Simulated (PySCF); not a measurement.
SMILES N[Te]I at its B3LYP/def2-SVP optimised geometry (Å):

```
5

Te    -0.8535    -1.3468     0.0000
I     -1.5964     1.3468     0.0000
N      1.1675    -1.3468     0.0000
H      1.5963    -0.9586     0.8390
H      1.5964    -0.9592    -0.8392
```

Level of theory: B3LYP/def2-TZVP, def2 effective core potentials past Kr (PySCF). The core electrons that the potentials of I, Te replace are not part of the density.

Map of the electrostatic potential (hartree/e), clipped to [-0.08, 0.12] on the plane z = 1.5 Å:

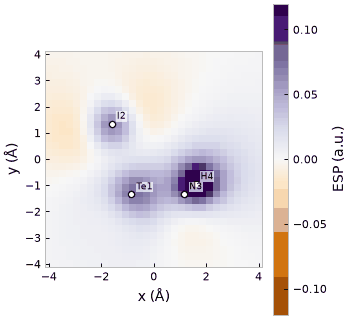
Figure. Electrostatic potential (hartree/e), clipped to [-0.08, 0.12] on the plane z = 1.5 Å.
